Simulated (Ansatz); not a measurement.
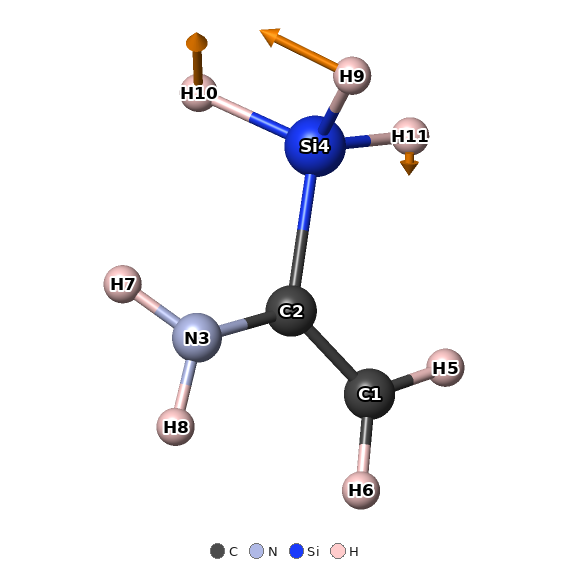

The arrows show one normal mode. Harmonic vibrations computed with RKS PBE0-D4/def2-TZVP (Ansatz 0.2.0) at a stationary point of the same level.

> Describe the motion.

Mostly H–Si–H bending.

> At what wavenumber does it lie?

954 cm⁻¹; it is mode 14 of 27 counted from the lowest.
